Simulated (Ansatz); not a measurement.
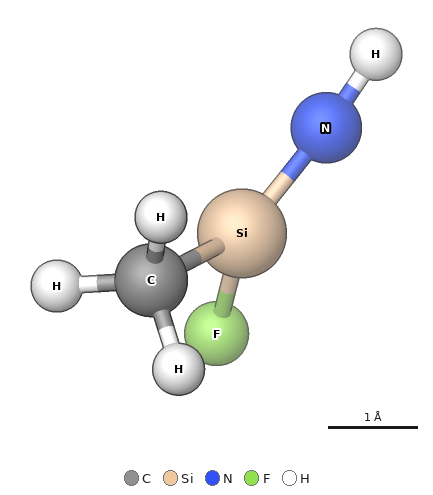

*The input geometry (ball-and-stick view, seen at a tilt).*

Bond lengths as drawn: C–H 1.10 Å, C–Si 1.86 Å, F–Si 1.62 Å, H–N 1.00 Å and N–Si 1.54 Å.

**Phonon calculation of CH₄FNSi**

System: CH₄FNSi.
Method: RKS B3LYP/def2-SVP (Ansatz 0.2.0).

It belongs to a series of runs on one base structure; here: vibrations at the highest image of the band.

### Input
```yaml
crystal:
  periodic: [false, false, false]
  atoms:
    - { symbol: C, position_ang: [-0.232893, 1.081543, -0.415247] }
    - { symbol: Si, position_ang: [-0.112229, -0.703252, 0.095548] }
    - { symbol: "N", position_ang: [0.90136, -1.492373, 0.953848] }
    - { symbol: F, position_ang: [-1.406131, -1.412887, -0.582566] }
    - { symbol: H, position_ang: [0.611825, 1.658732, -0.01542] }
    - { symbol: H, position_ang: [-0.242961, 1.159851, -1.514241] }
    - { symbol: H, position_ang: [-1.177508, 1.514796, -0.048861] }
    - { symbol: H, position_ang: [1.658547, -1.80641, 1.52693] }
basis:
  gaussian: { orbitals: def2-SVP }
hamiltonian:
  xc: b3lyp
phonons: {}
```

Run on 1 thread of an x86-64 CPU, shared host.

Run as:
```bash
ansatz run input.yaml --threads 1 --pin off --max-ram 2048MiB --backend cpu --events-out ev --progress --plain --runs-dir out
```

### What the program printed
```
Engine: ansatz 0.2.0, x86_64-unknown-linux-gnu
Functional definition: B3LYP
  parameter a0 = 0.2
  parameter ax = 0.72
  parameter ac = 0.81
  exchange = (1 - a0 - ax)*slater_x + ax*b88_x + a0*exact_x
  correlation = (1 - ac)*vwn_rpa_c + ac*lyp_c
844 factors; integrals over basis functions are off by at most 3.9e-4 eV
mean field evaluation 1: about -13167.9212 eV, gradient 8.0e1 eV
mean field evaluation 2: about -13131.3206 eV, gradient 1.3e2 eV
mean field evaluation 4: about -13181.2920 eV, gradient 8.2e0 eV
mean field evaluation 8: about -13181.4296 eV, gradient 2.7e-1 eV
mean field -13181.42978373 eV, -484.4086098582 hartree, gradient 5.7e-5 eV, S^2 0.000000; 0 other end points of the search recorded, 0 dependent functions left out
the calculation of the forces begins
reference -13181.43001111 eV, -484.4086182143 hartree; 20, 20 occupied and 60, 60 virtual orbitals, 844 factors
these checks for a lower state are left out or cut short: stability, starts, cluster_reference, orbital_swaps, neighbouring_geometries, increment
844 factors; integrals over basis functions are off by at most 3.9e-4 eV
mean field evaluation 16: about -13181.4243 eV, gradient 1.3e-1 eV
mean field -13181.42962227 eV, -484.4086039246 hartree, gradient 2.8e-6 eV, S^2 0.000000; 0 other end points of the search recorded, 0 dependent functions left out
[... from here on the field's lines of each further geometry are left out, up to the last ...]
the calculation of the forces begins
reference -13181.42995799 eV, -484.4086162620 hartree; 20, 20 occupied and 60, 60 virtual orbitals, 844 factors
these checks for a lower state are left out or cut short: stability, starts, cluster_reference, orbital_swaps, neighbouring_geometries, increment
844 factors; integrals over basis functions are off by at most 3.9e-4 eV
mean field -13181.42972966 eV, -484.4086078710 hartree, gradient 1.1e-6 eV, S^2 0.000000; 0 other end points of the search recorded, 0 dependent functions left out
the calculation of the forces begins
reference -13181.42995700 eV, -484.4086162254 hartree; 20, 20 occupied and 60, 60 virtual orbitals, 844 factors
WARN: phonons: modes at or below zero, which the zero-point energy, F, S and C_V leave out: 1, the lowest at -415.79 cm⁻¹. A minimum has none, and a first-order saddle one
Total energy: -13181.43001111 eV, -484.4086182143 hartree
Atom 0 at    -0.232893     1.081543    -0.415247 Å, force    -0.000015     0.000497     0.000285 eV/Å
Atom 1 at    -0.112229    -0.703252     0.095548 Å, force    -0.000513    -0.001444     0.000439 eV/Å
Atom 2 at     0.901360    -1.492373     0.953848 Å, force     0.000909     0.001658    -0.000943 eV/Å
Atom 3 at    -1.406131    -1.412887    -0.582566 Å, force    -0.000073     0.000394     0.000380 eV/Å
Atom 4 at     0.611825     1.658732    -0.015420 Å, force    -0.000126     0.000008     0.000241 eV/Å
Atom 5 at    -0.242961     1.159851    -1.514241 Å, force     0.000415    -0.000162    -0.000090 eV/Å
Atom 6 at    -1.177508     1.514796    -0.048861 Å, force    -0.000132    -0.000196    -0.000488 eV/Å
Atom 7 at     1.658547    -1.806410     1.526930 Å, force    -0.000465    -0.000756     0.000176 eV/Å
Dipole moment:     0.113748     0.503869    -0.047284 e Å
Vibrations: -415.79 91.11 240.02 244.32 351.94 513.48 679.20 774.46 808.71 890.53 1267.35 1328.63 1425.14 1429.66 3041.03 3125.84 3161.40 3833.54 cm⁻¹, zero-point energy 1.438611 eV
```

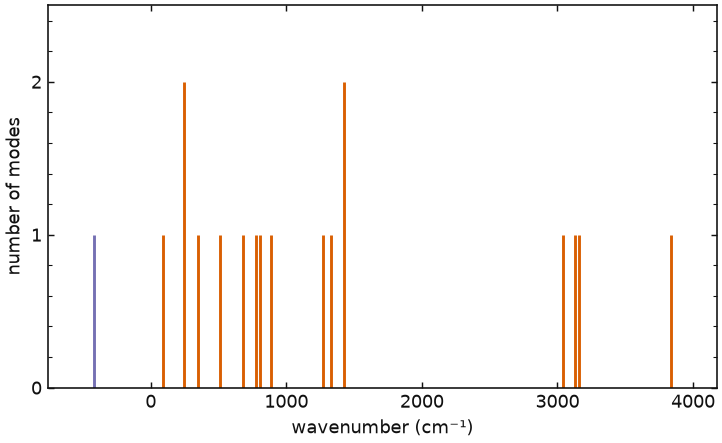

*Harmonic vibrational wavenumbers from the force constants; neighbouring modes closer than 19 cm⁻¹ are counted in one stick, and imaginary ones are drawn at negative wavenumbers.*

18 modes from 416i to 3834 cm⁻¹, 1 imaginary beyond 8i (416i cm⁻¹): a first-order saddle point, if the geometry is stationary.

### Results in brief

- outcome: converged
- total energy: −13181.4300 eV
- mean-field energy: −13181.4300 eV
- largest force (length of the vector): 0.002 eV/Å
- wall time: 1.8 min
- peak memory: 0.16 GiB
